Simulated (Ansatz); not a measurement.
GaH$_{2}$OCl$_{2}$: several calculations on one system

**1. Relaxation**

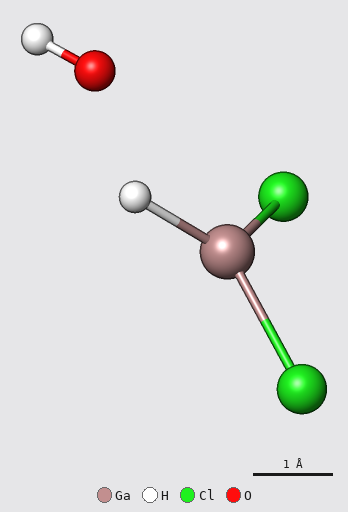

Starting structure of GaH2OCl2 (multiplicity 2). The picture is a ball-and-stick view, seen from a free direction.

The run prepares an end point of a later path (reaction) calculation, from a guessed geometry.

Method: UHF/def2-SVP in Ansatz 0.2.0.

The input:
```yaml
crystal:
  periodic: [false, false, false]
  atoms:
    - { symbol: Ga, position_ang: [0.035265, -0.111073, -0.112267] }
    - { symbol: H, position_ang: [0.066592, -0.607034, 1.367294] }
    - { symbol: Cl, position_ang: [1.823215, 0.276105, -1.236561] }
    - { symbol: Cl, position_ang: [-1.818446, 0.152884, -1.168051] }
    - { symbol: O, position_ang: [0.005128, 0.057222, 3.482938] }
    - { symbol: H, position_ang: [-0.626154, -0.569204, 3.843746] }
magnetization:
  spin_polarized: true
  initial_magnetization: 1
basis:
  gaussian: { orbitals: def2-SVP }
hamiltonian:
  xc: hf
relax:
  f_tol: 0.03
  max_steps: 50
```

Run as
```bash
ansatz run input.yaml --threads 2 --pin off --max-ram 3072MiB --backend cpu --events-out ev --progress --plain --runs-dir out
```

Where does the relaxation end?

H2 moves most after the best rigid fit: 1.80 Å. Largest moves by element: H 1.80 Å, Cl 1.48 Å, O 0.93 Å, Ga 0.65 Å. Among the contacts that change: Ga1–O5 3.599 → 2.251 Å, Ga1–Cl4 2.150 → 2.176 Å, Ga1–Cl3 2.147 → 2.172 Å, Ga1–H2 1.561 → 1.548 Å. New bonds form, among them: Ga1–O5 (3.60 → 2.25 Å). Bond angles that change, for instance: Cl3–Ga1–Cl4 116.0° → 113.6°. After 34 accepted moves (42 points after the start) the energy has fallen by 58.0 kJ/mol. Largest force component: 0.51 eV/Å at the start, 0.028 eV/Å at the end. The line search rejected the trial steps at points 6, 15, 20, 23, 27, 32, 39, 41 of the run. The forces were under the threshold at step 35, but the run went on from there.

History of the run:

```json
{"step": "0", "E − E(0), kJ/mol": "0.00", "largest force component, eV/Å": "0.5100", "note": ""}
{"step": "1", "E − E(0), kJ/mol": "-3.48", "largest force component, eV/Å": "0.8660", "note": ""}
{"step": "2", "E − E(0), kJ/mol": "-6.09", "largest force component, eV/Å": "0.7375", "note": ""}
{"step": "3", "E − E(0), kJ/mol": "-7.28", "largest force component, eV/Å": "0.3048", "note": ""}
{"step": "4", "E − E(0), kJ/mol": "-8.92", "largest force component, eV/Å": "0.1608", "note": ""}
{"step": "5", "E − E(0), kJ/mol": "-10.48", "largest force component, eV/Å": "0.0704", "note": ""}
{"step": "6", "E − E(0), kJ/mol": "-8.13", "largest force component, eV/Å": "1.7208", "note": "rejected"}
{"step": "7", "E − E(0), kJ/mol": "-11.62", "largest force component, eV/Å": "0.3102", "note": ""}
{"step": "8", "E − E(0), kJ/mol": "-12.88", "largest force component, eV/Å": "0.4969", "note": ""}
{"step": "9", "E − E(0), kJ/mol": "-15.40", "largest force component, eV/Å": "0.5518", "note": ""}
{"step": "10", "E − E(0), kJ/mol": "-19.22", "largest force component, eV/Å": "0.3756", "note": ""}
{"step": "12", "E − E(0), kJ/mol": "-31.94", "largest force component, eV/Å": "0.4558", "note": ""}
{"step": "13", "E − E(0), kJ/mol": "-41.35", "largest force component, eV/Å": "0.1860", "note": ""}
{"step": "15", "E − E(0), kJ/mol": "-47.83", "largest force component, eV/Å": "0.3416", "note": "rejected"}
{"step": "17", "E − E(0), kJ/mol": "-49.07", "largest force component, eV/Å": "0.1643", "note": ""}
{"step": "18", "E − E(0), kJ/mol": "-50.00", "largest force component, eV/Å": "0.1512", "note": ""}
{"step": "20", "E − E(0), kJ/mol": "-50.40", "largest force component, eV/Å": "0.3329", "note": "rejected"}
{"step": "22", "E − E(0), kJ/mol": "-51.29", "largest force component, eV/Å": "0.1348", "note": ""}
{"step": "23", "E − E(0), kJ/mol": "-48.38", "largest force component, eV/Å": "1.7191", "note": "rejected"}
{"step": "25", "E − E(0), kJ/mol": "-52.58", "largest force component, eV/Å": "0.1230", "note": ""}
{"step": "27", "E − E(0), kJ/mol": "-48.10", "largest force component, eV/Å": "2.2740", "note": "rejected"}
{"step": "29", "E − E(0), kJ/mol": "-55.16", "largest force component, eV/Å": "0.1400", "note": ""}
{"step": "30", "E − E(0), kJ/mol": "-55.87", "largest force component, eV/Å": "0.4484", "note": ""}
{"step": "32", "E − E(0), kJ/mol": "-55.06", "largest force component, eV/Å": "0.2412", "note": "rejected"}
{"step": "34", "E − E(0), kJ/mol": "-57.22", "largest force component, eV/Å": "0.0749", "note": ""}
{"step": "35", "E − E(0), kJ/mol": "-57.71", "largest force component, eV/Å": "0.0282", "note": ""}
{"step": "37", "E − E(0), kJ/mol": "-57.80", "largest force component, eV/Å": "0.0619", "note": ""}
{"step": "39", "E − E(0), kJ/mol": "-57.94", "largest force component, eV/Å": "0.1346", "note": "rejected"}
{"step": "40", "E − E(0), kJ/mol": "-57.97", "largest force component, eV/Å": "0.0221", "note": ""}
{"step": "42", "E − E(0), kJ/mol": "-57.98", "largest force component, eV/Å": "0.0280", "note": ""}
```

Final geometry:

```xyz
6

Ga    0.0204   -0.5499    0.3731
H     0.2232   -2.0844    0.3511
Cl    1.6777    0.8313    0.1229
Cl   -1.9254    0.3446   -0.0101
O    -0.1323   -0.1276    2.5792
H    -0.3780    0.7849    2.7609
```

The end point in the same view:

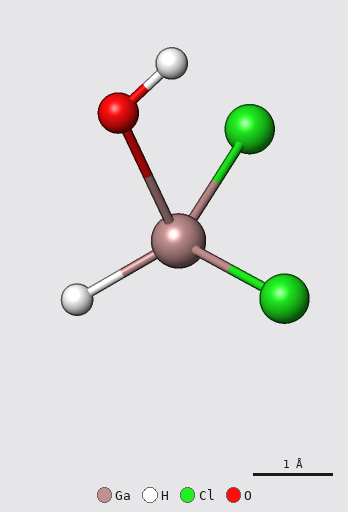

Limits of the set-up: the start holds two separate molecules, 2.2 Å apart at their closest, whose relative position is a soft coordinate and is computed without a dispersion correction; Hartree-Fock leaves out electron correlation.

**2. Relaxation**

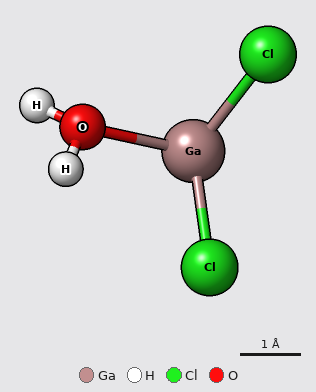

GaH₂OCl₂ (multiplicity 2), before the relaxation. The picture is a ball-and-stick view, seen face on.

The run prepares an end point of a later path (reaction) calculation, from a guessed geometry.

Theory: UHF/def2-SVP (Ansatz 0.2.0).

Input file:
```yaml
crystal:
  periodic: [false, false, false]
  atoms:
    - { symbol: Ga, position_ang: [-0.034532, 0.542441, 0.059562] }
    - { symbol: H, position_ang: [0.131483, 0.486153, 2.82777] }
    - { symbol: Cl, position_ang: [1.881453, -0.246977, -0.6527] }
    - { symbol: Cl, position_ang: [-1.780716, -0.713862, -0.458924] }
    - { symbol: O, position_ang: [-0.002428, -0.134036, 2.095422] }
    - { symbol: H, position_ang: [-0.70966, -0.734818, 2.30597] }
magnetization:
  spin_polarized: true
  initial_magnetization: 1
basis:
  gaussian: { orbitals: def2-SVP }
hamiltonian:
  xc: hf
relax:
  f_tol: 0.03
  max_steps: 50
```

Command:
```bash
ansatz run input.yaml --threads 2 --pin off --max-ram 3072MiB --backend cpu --events-out ev --progress --plain --runs-dir out
```

> What does the optimiser find from here?

The energy falls by 2.74 kcal/mol in 13 accepted moves (17 points after the start). The largest force component goes from 0.83 to 0.013 eV/Å. The line search rejected the trial steps at points 4, 7, 12, 16 of the run. The forces were under the threshold at step 15, but the run went on from there. The atom that moves furthest after the best rigid fit is H2 (0.90 Å). Largest moves by element: H 0.90 Å, Cl 0.43 Å, O 0.38 Å, Ga 0.19 Å. Near-neighbour distances that change, for instance: Ga1–O5 2.146 → 2.167 Å, Ga1–Cl3 2.191 → 2.209 Å, H2–O5 0.969 → 0.951 Å. Among the angles between lasting bonds that change: Ga1–O5–H2 121.2° → 112.2°, Cl3–Ga1–O5 100.5° → 92.2°, H2–O5–H6 109.9° → 107.8°.

History of the run:

```
step  E − E(0), kcal/mol  largest force component, eV/Å      note
   0                0.00                         0.8269          
   1               -0.46                         0.2633          
   2               -0.57                         0.0646          
   3               -0.64                         0.1346          
   4               -0.52                         0.7428  rejected
   5               -0.69                         0.0454          
   6               -0.84                         0.3348          
   7                0.42                         2.3946  rejected
   8               -1.05                         0.3073          
   9               -1.40                         0.3664          
  10               -1.86                         0.2674          
  11               -2.25                         0.3721          
  12               -1.76                         1.6400  rejected
  13               -2.55                         0.1184          
  14               -2.68                         0.0947          
  15               -2.74                         0.0125          
  16               -2.73                         0.0548  rejected
  17               -2.74                         0.0125
```

The structure at the end:

```xyz
6

Ga   -0.1951    0.6122   -0.0221
H     0.6349   -0.1282    2.4120
Cl    1.8772   -0.1211   -0.2409
Cl   -1.7585   -0.8994   -0.4119
O    -0.2070    0.1906    2.1038
H    -0.8658   -0.4552    2.3363
```

After the run, drawn alike:

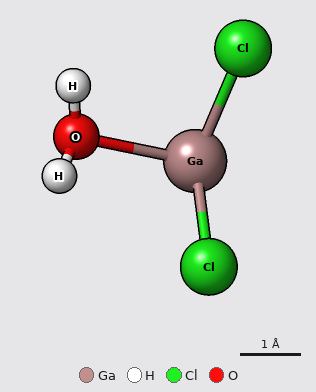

Limits of the set-up: Hartree-Fock leaves out electron correlation.

**3. Path**

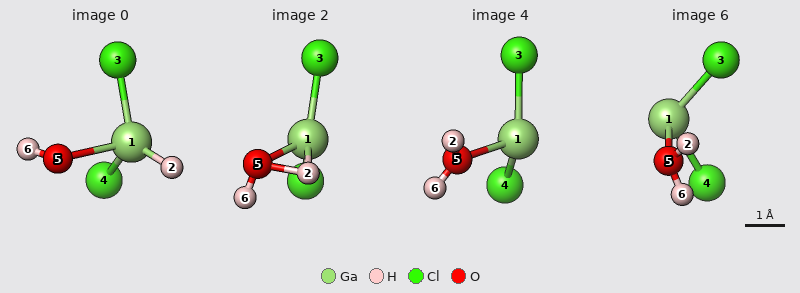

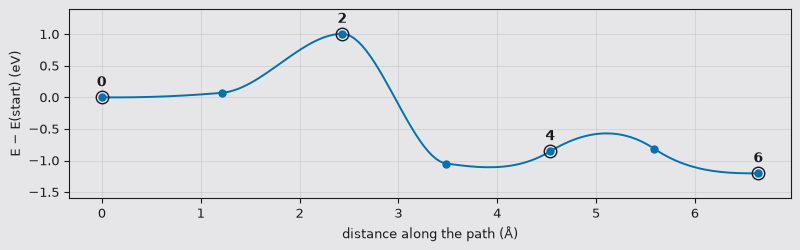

NEB run on GaH$_{2}$OCl$_{2}$ (multiplicity 2). Images are numbered from 0 (start) to 6 (end). Style: ball-and-stick. Shown at a tilt.

Computed with UHF/def2-SVP in Ansatz 0.2.0. Set-up: 5 movable images; climbing image; force threshold 0.05 eV/Å; iteration limit 60; starting path through a guess of the saddle point.

Read off the barrier and say what moves.

The path has more than one stage, and so few images may leave a stage unresolved. Breaking: Ga1–H2 (1.55 → 1.75 at the top → 2.68 Å). Forming: H2–O5 (2.99 → 1.35 at the top → 0.95 Å). The energy climbs by 1.00 eV to image 2 and then falls by 2.21 eV, so the end point sits at −1.20 eV. The profile has 2 maxima (images 2, 5) with a dip at image 3 (−1.05 eV), so the process runs in steps. The band converged in 31 iterations. The largest component of the band force went from 100 to 0.0062 eV/Å. The climbing image converged on the top of the path. Its vibrational analysis gives one imaginary mode (1514i cm⁻¹), as a transition state must have.

Limits of the set-up: Hartree-Fock leaves out electron correlation.
